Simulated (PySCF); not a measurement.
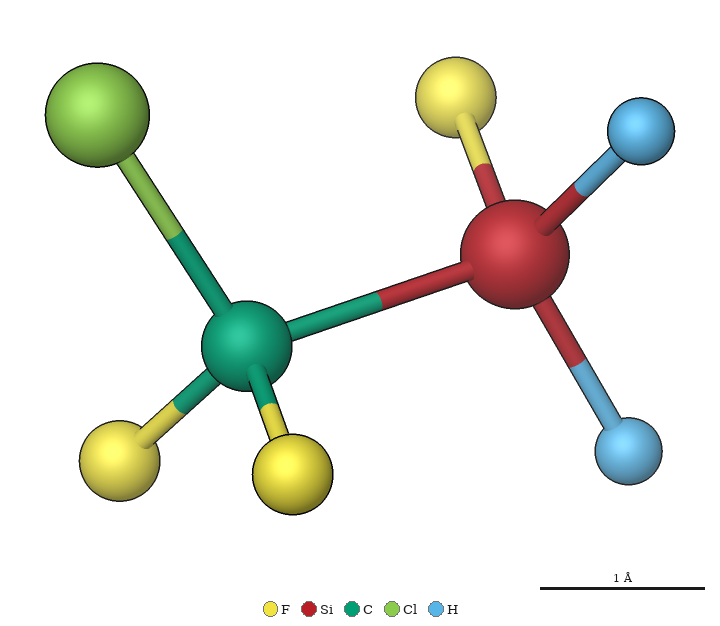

Ball-and-stick drawing of a structure.

The computed structure is the end point of a PBE0-D3(BJ)/def2-SVP optimisation. No frequency run is at hand to confirm it as a minimum.

Describe the molecule.

Formula CH2ClF3Si. SMILES: `F[SiH2]C(F)(F)Cl`. It has no ring. Among its groups: C–F bond, C–Cl bond, Si–H bond. This geometry has C1 symmetry. Coordination: 1 Si tetrahedral; 1 C tetrahedral.

More results for the same structure follow; atom numbers are the same in all pictures, views and colours differ.

## NMR shielding

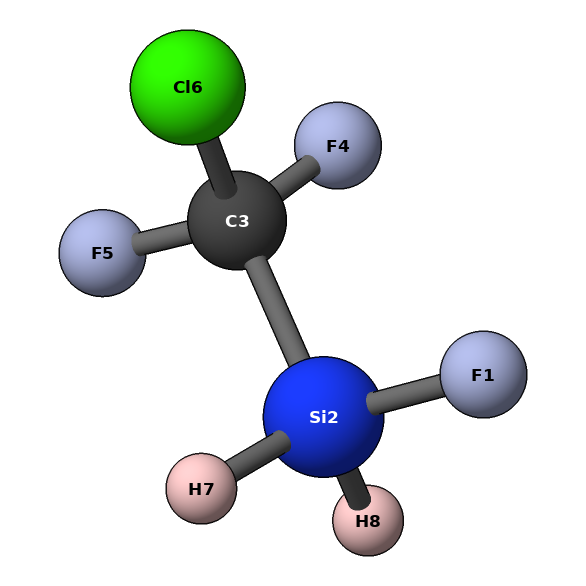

No frequency run is at hand to confirm it as a minimum. Method: GIAO PBE0/cc-pVTZ NMR shielding, non-relativistic, gas phase (PySCF 2.14.0). Principal shieldings σ11 ≤ σ22 ≤ σ33, span Ω = σ33 − σ11, skew κ = 3(σiso − σ22)/Ω.

Give the shielding tensors of the Cl atoms.

```
atom    σ11    σ22     σ33   σiso      Ω     κ
 Cl6  354.3  540.4  1014.6  636.4  660.2  0.44
```

Shieldings and span in ppm.

## Electronic properties

No frequency run is at hand to confirm it as a minimum. Method: WP04/pcSseg-2, gas phase (PySCF 2.14.0).

**Estimate the HOMO energy (Kohn–Sham orbital).**

−10.39 eV.

**Estimate the LUMO energy (Kohn–Sham orbital).**

−2.57 eV.

**Estimate the dipole moment.**

1.97 D.

## Quadrupole coupling

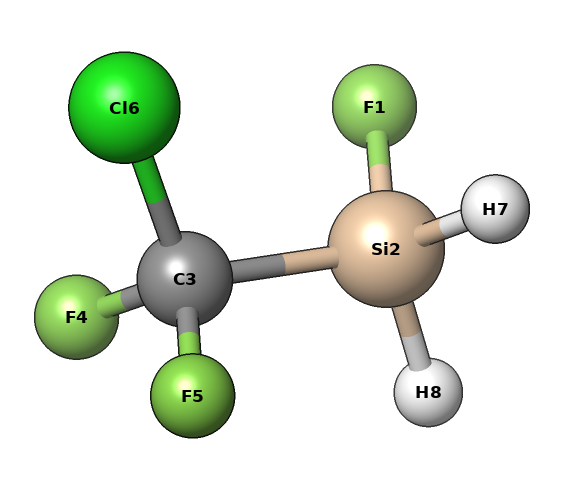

No frequency run is at hand to confirm it as a minimum. Electric field gradients from the ground-state density, PBE0/def2-TZVP (PySCF 2.14.0), non-relativistic apart from any core potentials.

Give the largest field-gradient component, the quadrupole coupling constant and the asymmetry for 35Cl at Cl6 (Q = −81.7 mb), 2H at H7 (Q = 2.86 mb), 2H at H8 (Q = 2.86 mb).

```
atom  V_zz (a.u.)  e²qQ/h (MHz)     η
 Cl6        3.754         −72.1  0.02
  H7        0.146         0.098  0.03
  H8        0.145         0.097  0.03
```
